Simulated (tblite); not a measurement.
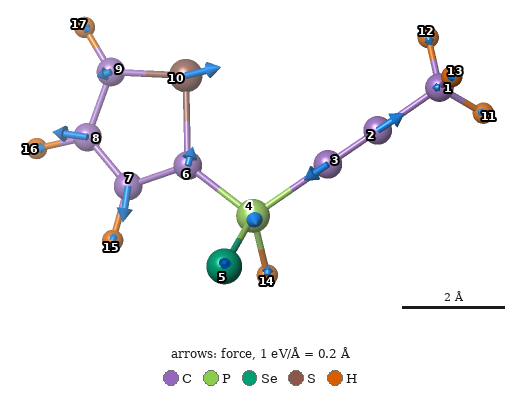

Starting geometry of C7H7PSSe with the computed forces as blue arrows. The picture is a ball-and-stick view, seen at a tilt.

Method: tblite 0.8.0, GFN2-xTB geometry optimisation, gas phase. 

Question: Is this structure relaxed? If not, where do the atoms go?

Answer: It isn't relaxed: the largest force vector, on S atoms, is 3.90 eV/Å. The final displacements follow the starting forces only in part (cosine between the two patterns 0.34). The atom that moves furthest after the best rigid fit is Se5 (0.27 Å). By element the largest moves are Se 0.27 Å, H 0.25 Å, S 0.20 Å, C 0.19 Å, P 0.05 Å. Some distances before and after: P4–Se5 2.181 → 2.079 Å, C9–S10 1.642 → 1.716 Å, C7–C8 1.356 → 1.408 Å, C6–S10 1.786 → 1.733 Å. Bond angles that change, for instance: Se5–P4–H14 97.7° → 115.1°, C2–C3–P4 178.3° → 168.0°, C6–P4–H14 111.6° → 102.1°. The energy falls by 0.947 eV in 57 geometry steps. Cost: 0.59 s on 1 thread of Arm Neoverse V1, on a shared host.
